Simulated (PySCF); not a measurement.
C6H9NO (SMILES CCCc1ncco1)

The calculation's input:

```
{"job": {"kind": "uv", "xc": "CAM-B3LYP", "basis": "def2-SVPD", "nstates": 8, "ntriplets": 3}, "charge": 0, "multiplicity": 1}
C      1.937951     0.912797    -0.179720
C      1.472493    -0.422341    -0.744856
C      0.578933    -1.179054     0.248701
C     -0.711355    -0.476220     0.458247
N     -1.045266     0.264868     1.467232
C     -2.311367     0.699201     1.194760
C     -2.695260     0.186591    -0.001264
O     -1.677292    -0.565113    -0.476613
H      2.524899     1.454805    -0.917490
H      1.086389     1.525209     0.105906
H      2.550477     0.757083     0.704983
H      0.916758    -0.260342    -1.670874
H      2.339004    -1.044343    -0.977498
H      0.371913    -2.179853    -0.136227
H      1.081434    -1.258379     1.212151
H     -2.840233     1.337757     1.870838
H     -3.586478     0.259365    -0.588350
```

Launched as:

```sh
OMP_NUM_THREADS=1 python probes_run.py task.json out
```

Geometry: GFN2-xTB.

Theory: CAM-B3LYP/def2-SVPD, SCF density, gas phase (PySCF).

Question: What can the converged electron density and electron localisation function tell about the bonding?

Answer: C–N (1.30 Å): ρ at the midpoint is about 2.7 e/Å³; the ELF peaks at about 0.90 between the atoms, as expected for localised, covalent bonding.
C–O (1.35 Å): ρ at the midpoint is about 2.4 e/Å³; the ELF peaks at about 0.90 between the atoms, as expected for a shared but strongly polarised pair.
C–C (1.36 Å): the density is about 2.2 e/Å³ at the midpoint; the ELF peaks at about 0.95 between the atoms: localised, covalent bonding.
C–H (1.07 Å): ρ is about 2.1 e/Å³ halfway; the ELF climbs to about 1 towards the hydrogen, as it does in any bond to H: a covalent bond by its length.

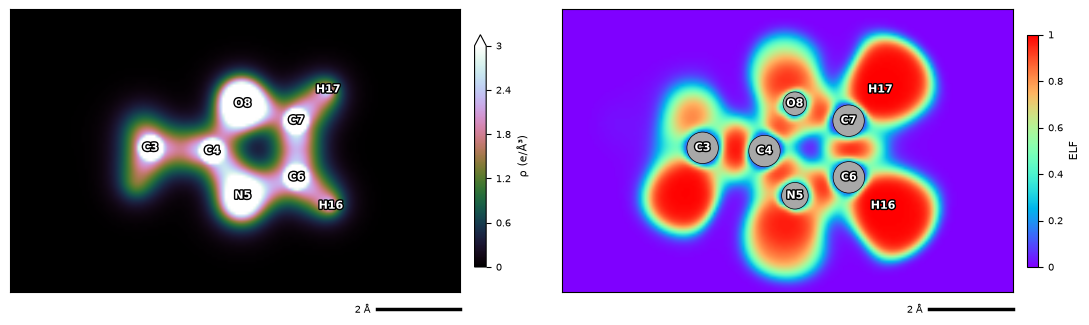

Computed electron density and electron localisation function on the plane of atoms N5, C4 and O8, in this order. Grey discs cover the atomic cores in the ELF map. 
